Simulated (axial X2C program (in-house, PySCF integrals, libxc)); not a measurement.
# A two-component session on WTe: properties at the nuclei

Aim: properties at the nuclei of WTe, with spin–orbit coupling in the Hamiltonian from the start.

Method: two-component X2C with atomic mean-field terms, W dyall-cv3z, Te dyall-cv3z; program: an in-house X2C program for linear molecules on PySCF integrals.

All values are calculated.

## 1. Input

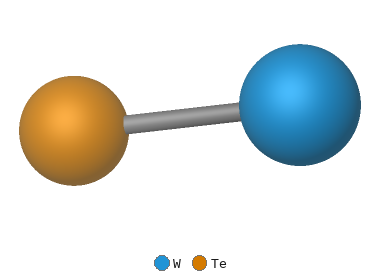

The two atoms at 2.480 Å (tungsten blue, tellurium orange).

The input, task.json:

```json
{"zs": [74, 52], "q": 0, "bas": ["dyall-cv3z", "dyall-cv3z"], "r0": 2.48, "levels": ["PBE0", "HF", "LDA", "BP86", "PBE"], "nst": 2}
```

Keys: zs atomic numbers; q charge; bas basis sets; r0 starting distance in Å; levels methods (HF also brings MP2); nst determinants followed.

Run with:

```sh
> python soeom.py task.json out
```

Nuclei are Gaussian, cores are contracted, and the Gaunt term is on.

## 2. Expectation values, lowest determinant

R = 2.495 Å. State: Ω = 1 (excess of +ω over −ω: ω = -3/2, ω = 5/2).

Output of the PBE0 run:

```text
two-component X2C + atomic mean field  PBE0
basis functions 309  fitting functions 1522  grid points 5801
iter        total energy     max residual
   1     -22932.347340853     1.01e+01
   2     -22932.935097072     5.36e-03
   3     -22932.934706454     6.39e-03
   4     -22932.935765606     1.38e-03
   5     -22932.935716878     1.60e-03
   6     -22932.935802301     2.09e-04
   7     -22932.935803736     7.40e-05
   8     -22932.935804033     4.05e-05
   9     -22932.935804153     2.27e-05
  10     -22932.935804287     6.41e-06
  11     -22932.935804294     2.25e-06
  12     -22932.935804294     7.05e-07
converged
one-electron -33080.71139876  Coulomb 9855.48089324  exact exchange -124.51826859  xc functional -381.27729655  nuclear repulsion 816.14184674  atomic mean-field constant -18.05158037
```

The highest occupied spinor is 44% Te p, 32% W d, 16% W p.

| level | Eeff magnitude (GV/cm) | Ws magnitude W (kHz) | A∥/gI W (MHz) | qzz W (a.u.) | A∥/gI Te (MHz) | qzz Te (a.u.) | μ (D) |
| --- | --- | --- | --- | --- | --- | --- | --- |
| PBE0 | 23.8 | 24.4 | 3440 | 1.09 | -467 | 0.55 | -3.46 |
| HF | 15.1 | 18.5 | 2940 | -0.73 | -705 | -2.76 | -3.85 |
| LDA | 29.1 | 29.7 | 3220 | 1.49 | -459 | 1.15 | -2.59 |
| BP86 | 26.5 | 26.6 | 3520 | 1.33 | -429 | 1.03 | -2.75 |
| PBE | 26.4 | 26.7 | 3400 | 1.26 | -427 | 0.95 | -2.80 |

Eeff is the effective electric field on the electron dipole moment in this Ω state and Ws the scalar–pseudoscalar constant (defined with the proton number Z and per Ω); A∥ is the parallel hyperfine constant, which follows by multiplying with the nuclear g factor gI = μI/(I μN); qzz is the electric field gradient, eQq0 = 234.96 MHz × Q/barn × qzz; μ is positive if Te is the positive end. The operators were transformed with the bare-nucleus X2C matrices.

## 3. Expectation values, a higher determinant

R = 2.495 Å. State: Ω = 3 (excess of +ω over −ω: ω = 1/2, ω = 5/2), 0.41 eV above the lowest in the PBE0 search for states (made at or near this distance, with looser thresholds).

Output of the PBE0 run:

```text
two-component X2C + atomic mean field  PBE0
basis functions 309  fitting functions 1522  grid points 5801
iter        total energy     max residual
   1     -22932.333789884     1.01e+01
   2     -22932.919838594     5.37e-03
   3     -22932.919422998     6.41e-03
   4     -22932.920492230     1.59e-03
   5     -22932.920420939     1.88e-03
   6     -22932.920544448     1.77e-04
   7     -22932.920545458     7.91e-05
   8     -22932.920545793     4.28e-05
   9     -22932.920545941     2.55e-05
  10     -22932.920546127     7.39e-06
  11     -22932.920546138     2.90e-06
  12     -22932.920546138     8.17e-07
converged
one-electron -33080.29141710  Coulomb 9855.06692452  exact exchange -124.51541780  xc functional -381.27090213  nuclear repulsion 816.14184674  atomic mean-field constant -18.05158037
```

The highest occupied spinor is 48% Te p, 28% W d, 16% W p.

| level | Eeff magnitude (GV/cm) | Ws magnitude W (kHz) | A∥/gI W (MHz) | qzz W (a.u.) | A∥/gI Te (MHz) | qzz Te (a.u.) | μ (D) |
| --- | --- | --- | --- | --- | --- | --- | --- |
| PBE0 | 15.4 | 5.11 | 1510 | 1.25 | 268 | 0.55 | -3.66 |
| HF | 5.66 | 2.24 | 1250 | -0.85 | 301 | -2.56 | -4.05 |
| LDA | 17.2 | 5.6 | 1590 | 1.57 | 211 | 1.06 | -2.81 |
| BP86 | 17.6 | 5.68 | 1590 | 1.43 | 221 | 0.94 | -2.90 |
| PBE | 17.3 | 5.64 | 1540 | 1.34 | 227 | 0.83 | -2.95 |

## 4. Outcome

| quantity | value |
| --- | --- |
| lowest determinant | Ω = 1 (excess of +ω over −ω: ω = -3/2, ω = 5/2) |
| Eeff magnitude (GV/cm), PBE0 | 23.8 |
| Ws magnitude W (kHz), PBE0 | 24.4 |
| A∥/gI W (MHz), PBE0 | 3440 |
| qzz W (a.u.), PBE0 | 1.09 |
| higher determinant | Ω = 3 (excess of +ω over −ω: ω = 1/2, ω = 5/2) |
| Eeff magnitude (GV/cm), PBE0, higher determinant | 15.4 |
| Ws magnitude W (kHz), PBE0, higher determinant | 5.11 |
| A∥/gI W (MHz), PBE0, higher determinant | 1510 |
| qzz W (a.u.), PBE0, higher determinant | 1.25 |

In the first state, the effective field runs from 15.1 to 29.1 GV/cm over the mean-field levels. The expectation values come from single determinants, which for open shells can mix terms of unlike spin or miss the lowest Ω, so a determinant need not be a state. Eeff is the effective electric field on the electron dipole moment in this Ω state and Ws the scalar–pseudoscalar constant (defined with the proton number Z and per Ω); A∥ is the parallel hyperfine constant, which follows by multiplying with the nuclear g factor gI = μI/(I μN); qzz is the electric field gradient, eQq0 = 234.96 MHz × Q/barn × qzz; μ is positive if Te is the positive end. The operators were transformed with the bare-nucleus X2C matrices.
